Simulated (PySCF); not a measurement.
# CH5Al2Cl2F: geometry, spin-spin couplings

Aim: predict the spin-spin couplings of CH5Al2Cl2F (`[CH3][Al@H-]1[Cl+][Al@@H-]([F])[Cl+]1`).

Computed with PySCF 2.14.0, with density-fitted response routines of our own, on a single molecule in the gas phase. Atoms count from 0, in the outputs and in this text.

## 1. The molecule as given

11 atoms, charge 0, multiplicity 1; geometry from: GFN2-xTB. The atoms were then displaced at random by about 0.01 Å, so the start is not that level's minimum.

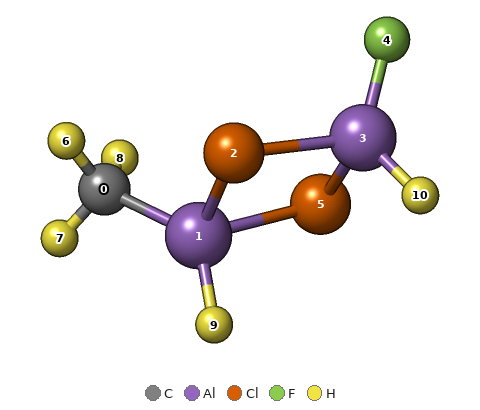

The starting geometry (carbon grey, aluminium purple, chlorine orange, fluorine green, hydrogen yellow), atoms numbered; sticks join atoms by distance.

## 2. Optimising the geometry at PBE0-D3(BJ)/def2-SVP

What the job is given:

```
{"job": {"xc": "PBE0", "basis": "def2-SVP", "d3": "d3bj", "grid": 1, "shake": 0.01, "kind": "geom"}, "charge": 0, "multiplicity": 1}
C     -2.045260     0.464530    -0.591400
Al    -0.624840    -0.672820     0.090280
Cl     0.650700     0.400650     1.534710
Al     2.426400     0.068260     0.236410
F      3.147060     1.455110    -0.211130
Cl     1.087560    -0.728600    -1.323320
H     -2.269260     1.363190     0.029540
H     -2.981100    -0.077710    -0.642390
H     -1.900700     0.879840    -1.589720
H     -0.651860    -2.103790     0.667780
H      3.199420    -1.074480     0.823490
```

The run is started by

```console
$ OMP_NUM_THREADS=1 python probes_run.py task.json out
```

This one command runs all jobs of the session in turn.

Log:

```text
step   0  E = -1545.23737916  max force = 0.030886
step   1  E = -1545.24974283  max force = 0.007768
step   2  E = -1545.25014986  max force = 0.002654
step   3  E = -1545.25030059  max force = 0.001452
step   4  E = -1545.25033185  max force = 0.001287
step   5  E = -1545.25038132  max force = 0.000896
step   6  E = -1545.25040848  max force = 0.001049
step   7  E = -1545.25047401  max force = 0.001242
step   8  E = -1545.25053912  max force = 0.001155
step   9  E = -1545.25059748  max force = 0.001215
step  10  E = -1545.25064362  max force = 0.001164
step  11  E = -1545.25071426  max force = 0.001639
step  12  E = -1545.25052849  max force = 0.008005
step  13  E = -1545.25114924  max force = 0.003132
step  14  E = -1545.25136414  max force = 0.002899
step  15  E = -1545.25149693  max force = 0.001617
step  16  E = -1545.25159844  max force = 0.001100
step  17  E = -1545.25169398  max force = 0.002096
step  18  E = -1545.25176925  max force = 0.001295
step  19  E = -1545.25181800  max force = 0.000666
step  20  E = -1545.25181881  max force = 0.000637
step  21  E = -1545.25181719  max force = 0.000302
optimisation converged
```

Wall time 2.4 min (1 thread of Arm Neoverse V2, shared host); peak memory 0.53 GiB.

Step by step: (the energy doesn't fall at every step)

```csv
step,energy from step 0 (eV),largest force component (eV/Å)
0,0.0000,1.5882
1,-0.3364,0.3994
2,-0.3475,0.1365
3,-0.3516,0.0747
4,-0.3525,0.0662
5,-0.3538,0.0461
6,-0.3545,0.0539
7,-0.3563,0.0639
8,-0.3581,0.0594
9,-0.3597,0.0625
10,-0.3609,0.0599
11,-0.3629,0.0843
12,-0.3578,0.4116
13,-0.3747,0.1611
14,-0.3806,0.1491
15,-0.3842,0.0831
16,-0.3869,0.0566
17,-0.3895,0.1078
18,-0.3916,0.0666
19,-0.3929,0.0342
20,-0.3929,0.0328
21,-0.3929,0.0155
```

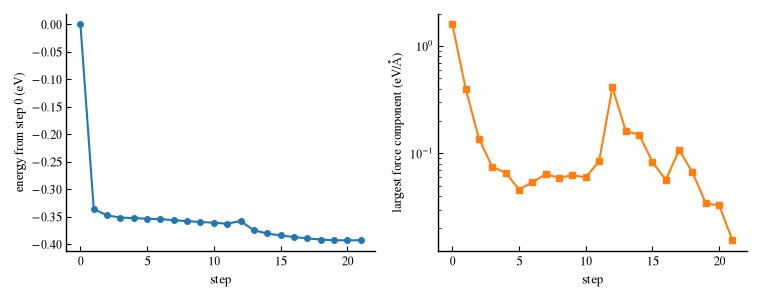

Energy and largest force along the relaxation.

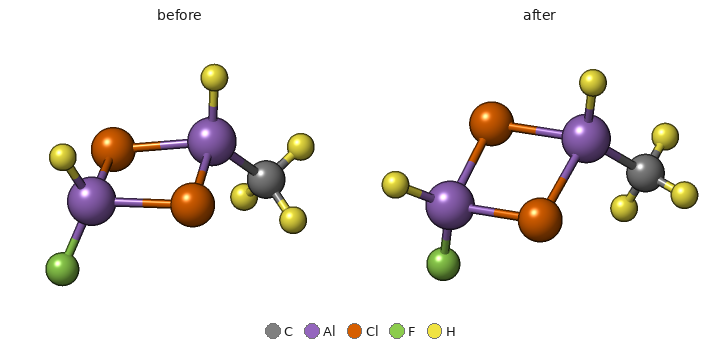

The geometry before (left) and after (right).

Close pairs (by a distance rule), those that changed most:

```csv
bond,before (Å),after (Å),change (Å)
Al1–Cl2,2.206,2.339,+0.133
Al1–Cl5,2.221,2.340,+0.119
Al3–Cl5,2.205,2.280,+0.076
Al3–H10,1.499,1.565,+0.066
Cl2–Al3,2.225,2.279,+0.054
Al3–F4,1.626,1.663,+0.038
Al1–H9,1.543,1.577,+0.034
C0–H7,1.083,1.103,+0.020
```

The final coordinates are the input of the step that follows.

```csv
at the end point,value
point group (found at 0.08 Å tolerance),C1
"rotational constants (GHz, main isotopes)","1.877, 1.164, 0.936"
dipole moment (D),1.82
```

## 3. Spin-spin couplings: B3LYP/cc-pVTZ

What the job is given:

```
{"job": {"kind": "j", "xc": "B3LYP", "basis": "cc-pVTZ"}, "charge": 0, "multiplicity": 1}
C     -2.064548     0.319156    -0.064089
Al    -0.556853    -0.751886     0.514442
Cl     1.116687     0.682604     1.297216
Al     2.369162     0.239332    -0.553959
F      2.313424     1.595249    -1.515931
Cl     0.797327    -1.215251    -1.336729
H     -2.530474     0.840046     0.788825
H     -2.842266    -0.310131    -0.527770
H     -1.762525     1.080745    -0.799970
H     -0.514904    -2.036287     1.428570
H      3.714113    -0.481731    -0.205902
```

With the program's defaults for keys left out, this is: B3LYP/cc-pVTZ indirect spin-spin coupling, non-relativistic, gas phase.

Log:

```text
coarse grid: 11768 points
cycle   1  E = -1546.5156258214  dE =  1.912e-01  |g| = 8.117e-01  |ddm| = 6.097e+00
cycle   2  E = -1546.2904488733  dE =  2.252e-01  |g| = 1.440e+00  |ddm| = 2.610e+00
cycle   3  E = -1546.6364221843  dE = -3.460e-01  |g| = 1.560e-01  |ddm| = 1.518e+00
cycle   4  E = -1546.6408071947  dE = -4.385e-03  |g| = 4.771e-02  |ddm| = 2.739e-01
cycle   5  E = -1546.6412728396  dE = -4.656e-04  |g| = 1.227e-02  |ddm| = 8.779e-02
cycle   6  E = -1546.6413085732  dE = -3.573e-05  |g| = 2.762e-03  |ddm| = 2.236e-02
cycle   7  E = -1546.6413101173  dE = -1.544e-06  |g| = 7.179e-04  |ddm| = 4.742e-03
final grid: 96944 points
cycle   8  E = -1546.6590432296  dE = -4.038e-05  |g| = 5.614e-03  |ddm| = 5.300e-02
cycle   9  E = -1546.6590380465  dE =  5.183e-06  |g| = 7.485e-03  |ddm| = 1.788e-02
cycle  10  E = -1546.6590490864  dE = -1.104e-05  |g| = 8.262e-04  |ddm| = 1.063e-02
cycle  11  E = -1546.6590491671  dE = -8.073e-08  |g| = 3.013e-04  |ddm| = 1.079e-03
cycle  12  E = -1546.6590491843  dE = -1.712e-08  |g| = 6.234e-05  |ddm| = 4.692e-04
cycle  13  E = -1546.6590491850  dE = -7.344e-10  |g| = 1.716e-05  |ddm| = 1.130e-04
converged SCF energy = -1546.6590491850

Indirect spin-spin couplings (Hz)
  i      j    bonds     total        FC       PSO       DSO        SD
  0 C    1 Al   1    101.608   104.974    -3.476     0.111         -
  0 C    3 Al   3     -0.353    -0.337     0.006    -0.022         -
  0 C    4 F    4     -0.285    -0.224    -0.038    -0.021    -0.002
  0 C    6 H    1    113.043   110.294     2.159     0.590         -
  0 C    7 H    1    112.848   110.101     2.163     0.584         -
  0 C    8 H    1    116.893   114.256     2.013     0.623         -
  0 C    9 H    2     20.010    20.337    -0.015    -0.311         -
  0 C   10 H    4      0.432     0.593     0.094    -0.255         -
  1 Al   4 F    3     -0.241    -0.424     0.133    -0.131     0.181
  1 Al   6 H    2     -5.743    -5.587    -0.079    -0.077         -
  1 Al   7 H    2     -5.179    -4.968    -0.130    -0.081         -
  1 Al   8 H    2    -13.356   -13.171    -0.130    -0.056         -
  1 Al   9 H    1    294.536   295.928    -1.812     0.420         -
  1 Al  10 H    3     -0.578    -0.419     0.035    -0.193         -
  3 Al   4 F    1   -257.893  -161.387  -100.022     0.373     3.143
  3 Al   9 H    3     -0.230    -0.132     0.025    -0.123         -
  3 Al  10 H    1    404.444   405.570    -1.658     0.532         -
  4 F    6 H    5     -0.241    -0.002     0.175    -0.403    -0.011
  4 F    7 H    5     -0.273    -0.006     0.252    -0.508    -0.011
  4 F    9 H    4      0.882     1.812     0.223    -1.119    -0.034
  4 F   10 H    2     56.468    59.237    -0.917    -1.556    -0.296
  6 H    7 H    2    -12.842   -13.342     2.865    -2.365         -
  6 H    8 H    2    -12.116   -12.647     2.818    -2.286         -
  6 H    9 H    3     -1.759    -1.342     0.399    -0.817         -
  6 H   10 H    5     -0.508    -0.013     0.486    -0.981         -
  7 H    8 H    2    -11.964   -12.485     2.831    -2.310         -
  7 H    9 H    3     -1.642    -1.305     0.310    -0.647         -
  7 H   10 H    5     -0.491    -0.004     0.502    -0.990         -
  8 H    9 H    3      4.001     4.951     0.945    -1.895         -
  8 H   10 H    5     -0.578    -0.022     0.355    -0.911         -
```

Wall time 52 s (1 thread of Arm Neoverse V2, shared host); peak memory 1.1 GiB.

This basis has no tight s functions, so the Fermi-contact terms are rough.

Couplings of 1 Hz or more, nine at most for each number of bonds, with means over like pairs (isotopes 27Al, 13C, 19F, 1H):

```csv
pair,bonds,J (Hz),Fermi contact (Hz)
Al3–H10,1,404.4,405.6
Al1–H9,1,294.5,295.9
Al3–F4,1,-257.9,-161.4
C0–H6,1,114.3,111.6
C0–Al1,1,101.6,105.0
F4–H10,2,56.5,59.2
C0–H9,2,20.0,20.3
H6–H7,2,-12.3,-12.8
Al1–H6,2,-8.1,-7.9
```

The spin-dipole term was solved for some atoms only; pairs without it lack that part.

The response was solved for the nuclei of C, F, H alone, so couplings that need other nuclei can be missing.

Quadrupole couplings from the field gradients of the same density:

```csv
atom,isotope,eQq/h (MHz),η
Al1,27Al,-39.2,0.43
Al3,27Al,-25.7,0.60
Cl5,35Cl,21.2,0.43
Cl2,35Cl,21.1,0.43
```

## 4. Indirect couplings: B3LYP/6-31G*

Same as in step 3 but for these lines:

```diff
@@ -1,2 +1,2 @@
-{"job": {"kind": "j", "xc": "B3LYP", "basis": "cc-pVTZ"}, "charge": 0, "multiplicity": 1}
+{"job": {"kind": "j", "xc": "B3LYP", "basis": "6-31G*"}, "charge": 0, "multiplicity": 1}
 C     -2.064548     0.319156    -0.064089
```

With the program's defaults for keys left out, this is: B3LYP/6-31G* indirect spin-spin coupling, non-relativistic, gas phase.

Log:

```text
coarse grid: 11768 points
cycle   1  E = -1546.3922543609  dE =  2.190e-01  |g| = 7.857e-01  |ddm| = 2.837e+00
cycle   2  E = -1546.1757042305  dE =  2.166e-01  |g| = 1.367e+00  |ddm| = 1.811e+00
cycle   3  E = -1546.5170467016  dE = -3.413e-01  |g| = 1.477e-01  |ddm| = 1.185e+00
cycle   4  E = -1546.5218077040  dE = -4.761e-03  |g| = 4.096e-02  |ddm| = 1.718e-01
cycle   5  E = -1546.5222095056  dE = -4.018e-04  |g| = 1.048e-02  |ddm| = 4.323e-02
cycle   6  E = -1546.5222419543  dE = -3.245e-05  |g| = 2.021e-03  |ddm| = 1.372e-02
cycle   7  E = -1546.5222431676  dE = -1.213e-06  |g| = 3.113e-04  |ddm| = 2.786e-03
final grid: 96944 points
cycle   8  E = -1546.4543427662  dE = -6.252e-06  |g| = 5.044e-03  |ddm| = 1.114e-02
cycle   9  E = -1546.4543375432  dE =  5.223e-06  |g| = 7.084e-03  |ddm| = 1.020e-02
cycle  10  E = -1546.4543487694  dE = -1.123e-05  |g| = 4.879e-04  |ddm| = 5.807e-03
cycle  11  E = -1546.4543488167  dE = -4.734e-08  |g| = 1.180e-04  |ddm| = 5.150e-04
cycle  12  E = -1546.4543488192  dE = -2.478e-09  |g| = 3.177e-05  |ddm| = 1.153e-04
cycle  13  E = -1546.4543488195  dE = -2.701e-10  |g| = 4.268e-06  |ddm| = 3.728e-05
converged SCF energy = -1546.4543488195

Indirect spin-spin couplings (Hz)
  i      j    bonds     total        FC       PSO       DSO        SD
  0 C    1 Al   1    122.932   125.394    -2.573     0.111         -
  0 C    3 Al   3     -0.342    -0.312    -0.008    -0.022         -
  0 C    4 F    4     -0.222    -0.181    -0.022    -0.020     0.000
  0 C    6 H    1    134.633   132.354     1.626     0.652         -
  0 C    7 H    1    134.329   132.052     1.631     0.646         -
  0 C    8 H    1    138.927   136.716     1.525     0.685         -
  0 C    9 H    2     20.361    20.695    -0.027    -0.307         -
  0 C   10 H    4      0.402     0.601     0.055    -0.254         -
  1 Al   4 F    3      0.009    -0.327     0.238    -0.127     0.225
  1 Al   6 H    2     -4.913    -4.684    -0.160    -0.070         -
  1 Al   7 H    2     -4.254    -3.993    -0.188    -0.074         -
  1 Al   8 H    2    -11.450   -11.138    -0.263    -0.049         -
  1 Al   9 H    1    299.424   300.212    -1.239     0.450         -
  1 Al  10 H    3     -0.564    -0.359    -0.015    -0.190         -
  3 Al   4 F    1   -186.426  -101.984   -86.809     0.409     1.958
  3 Al   7 H    4     -0.162     0.001     0.039    -0.202         -
  3 Al   9 H    3     -0.196    -0.085     0.009    -0.120         -
  3 Al  10 H    1    403.189   403.397    -0.770     0.562         -
  4 F    6 H    5     -0.277     0.020     0.105    -0.395    -0.008
  4 F    7 H    5     -0.341     0.009     0.158    -0.499    -0.009
  4 F    8 H    5      0.332     0.041    -0.309     0.605    -0.005
  4 F    9 H    4      0.877     1.947     0.060    -1.104    -0.025
  4 F   10 H    2     54.998    57.960    -1.237    -1.497    -0.228
  6 H    7 H    2    -16.737   -16.147     1.661    -2.251         -
  6 H    8 H    2    -16.239   -15.684     1.619    -2.175         -
  6 H    9 H    3     -2.032    -1.423     0.184    -0.793         -
  6 H   10 H    5     -0.705    -0.013     0.280    -0.972         -
  7 H    8 H    2    -16.059   -15.488     1.627    -2.198         -
  7 H    9 H    3     -1.917    -1.417     0.123    -0.623         -
  7 H   10 H    5     -0.686     0.002     0.293    -0.981         -
  8 H    9 H    3      3.383     4.700     0.552    -1.869         -
  8 H   10 H    5     -0.738    -0.021     0.186    -0.902         -
```

Run time: 12 s. Hardware: 1 thread of Arm Neoverse V2, shared host; peak memory 0.73 GiB.

The basis is not made for couplings: without tight functions at the nuclei these values are rough.

This run: J(Al3,H10) 403.2 Hz, J(Al1,H9) 299.4 Hz, J(Al3,F4) -186.4 Hz (means over like pairs).

## 5. Run by run: spin-spin couplings

Couplings (Hz), each a mean over the pairs like the one named, with basis size and wall time:

```csv
run,Al3–H10,Al1–H9,Al3–F4,C0–H6,C0–Al1,F4–H10,C0–H9,functions,time
B3LYP/cc-pVTZ,404.4,294.5,-257.9,114.3,101.6,56.5,20.0,266,52 s
B3LYP/6-31G*,403.2,299.4,-186.4,136.0,122.9,55.0,20.4,110,12 s
```

## 6. Summary of results

| quantity | value |
| --- | --- |
| point group | C1 |
| rotational constants (main isotopes) | 1.88, 1.16, 0.94 GHz |
| largest coupling of the table (B3LYP/cc-pVTZ) | 1J(Al,H) Al3–H10, 404.4 Hz |
| range of J(Al3,H10), mean over like pairs | 403.2 to 404.4 Hz |

In words: Relaxing lowered the energy by 0.393 eV in 21 steps; the close pair that moved most is Al1–Cl2, from 2.206 to 2.339 Å. In the run at B3LYP/cc-pVTZ, the largest coupling of the table is Al3–H10, 404.4 Hz, of which the Fermi-contact term gives 405.6 Hz. The coupling Al3–H10, as a mean over pairs of its kind, runs from 403.2 Hz (B3LYP/6-31G*) to 404.4 Hz (B3LYP/cc-pVTZ). Couplings from bases without tight functions are rough.
